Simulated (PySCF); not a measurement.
C₃H₅Si (SMILES [C-]#CC[SiH3]) (charge −1)

```yaml
atoms:
  - { symbol: C, position_ang: [2.6816, 0.8872, 0.4279] }
  - { symbol: C, position_ang: [1.6627, 0.2400, 0.2193] }
  - { symbol: C, position_ang: [0.4996, -0.6670, -0.0430] }
  - { symbol: Si, position_ang: [-1.1034, 0.3201, -0.0814] }
  - { symbol: H, position_ang: [0.6329, -1.2006, -1.0028] }
  - { symbol: H, position_ang: [0.4368, -1.4517, 0.7342] }
  - { symbol: H, position_ang: [-1.3517, 0.9936, 1.2056] }
  - { symbol: H, position_ang: [-2.3593, -0.4505, -0.3351] }
  - { symbol: H, position_ang: [-1.0857, 1.3348, -1.1499] }
```

Geometry: GFN2-xTB.

The calculation used PBE0/pcSseg-1, SCF density, gas phase, non-relativistic in PySCF 2.14.0.

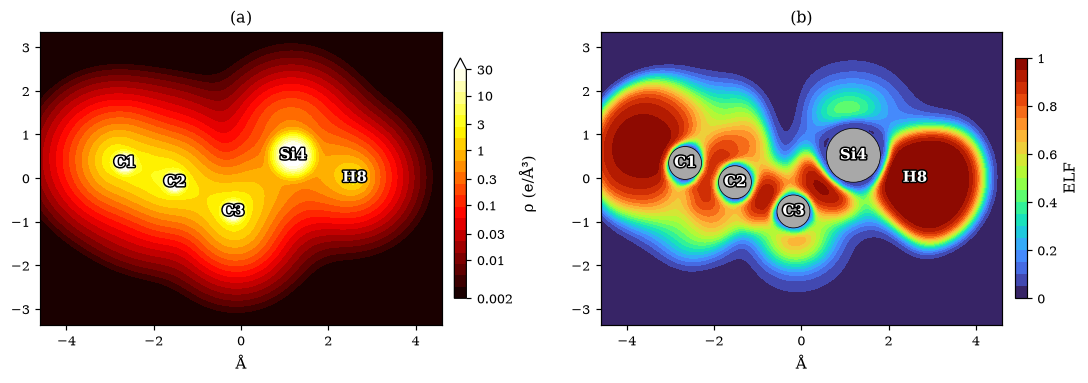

Figure 1. (a) total electron density; (b) electron localisation function on the plane of atoms C3, Si4 and H8. Grey discs cover the atomic cores in the ELF map.

Question: Describe what can be read from this map.

Answer: The plane passes through C, Si and H nuclei.
C–C (1.23 Å): ρ is about 2.7 e/Å³ halfway; the ELF peaks at about 0.85 between the atoms (a short, multiple covalent bond).
C–Si (1.88 Å): ρ is about 0.94 e/Å³ halfway; the ELF peaks at about 0.95 between the atoms: a shared electron pair.
Si–H (1.50 Å): the density is about 0.75 e/Å³ at the midpoint; the ELF climbs to about 1 towards the hydrogen, as it does in any bond to H.
The ELF also peaks beside C1, away from the bonds: lone-pair regions.

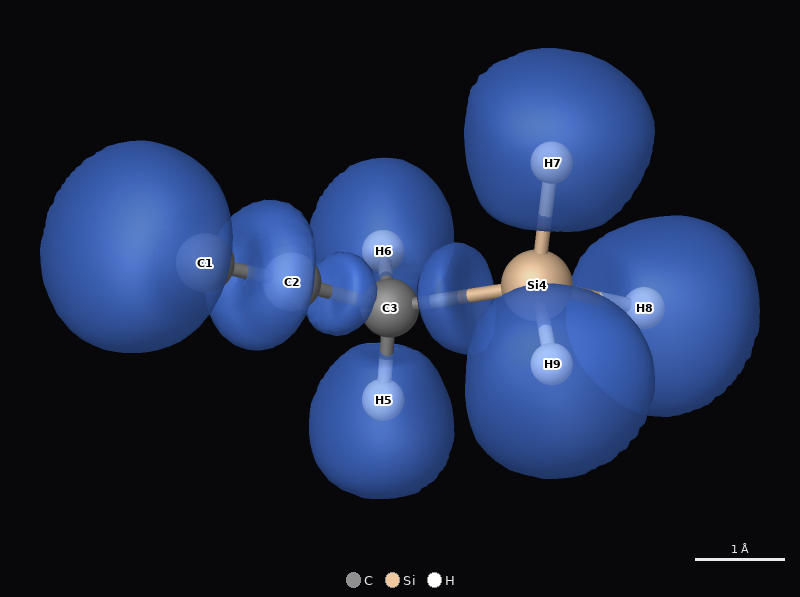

Figure 2. Isosurface of the ELF at 0.8 (blue), seen from one side. Only the valence region is drawn (cores and ρ < 0.01 e/Å³ removed).

Question: Where are the electrons localised?

Answer: The ELF exceeds this value in two regions between bonded C–C atoms (shared pairs), one region between bonded C–Si atoms (shared pairs), five regions around hydrogen nuclei and one lobe on C, pointing away from the bonds (lone pairs).
